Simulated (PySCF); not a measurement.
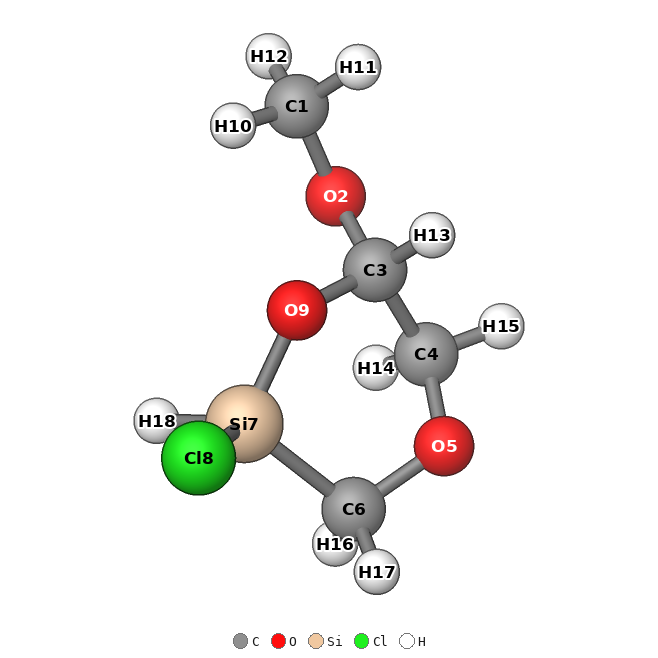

The computed structure is the end point of a GFN2-xTB optimisation. No frequency run is at hand to confirm it as a minimum. Electric field gradients from the ground-state density, PBE0/pcSseg-1 (PySCF 2.14.0), non-relativistic apart from any core potentials.

Give the largest field-gradient component, the quadrupole coupling constant and the asymmetry for 17O at O2 (Q = −25.6 mb), 17O at O5 (Q = −25.6 mb), 35Cl at Cl8 (Q = −81.7 mb), 17O at O9 (Q = −25.6 mb), 2H at H10 (Q = 2.86 mb), 2H at H11 (Q = 2.86 mb).

| atom | V_zz (a.u.) | e²qQ/h (MHz) | η |
| --- | --- | --- | --- |
| O2 | 1.955 | −11.76 | 0.93 |
| O5 | −2.040 | 12.27 | 0.99 |
| Cl8 | 1.974 | −37.9 | 0.06 |
| O9 | 1.586 | −9.54 | 0.34 |
| H10 | 0.294 | 0.197 | 0.07 |
| H11 | 0.293 | 0.197 | 0.09 |

The geometry is semi-empirical. Around Si such bond lengths and angles can be off by a tenth of an ångström or more and by several degrees, and values that hang on the shape move with them.
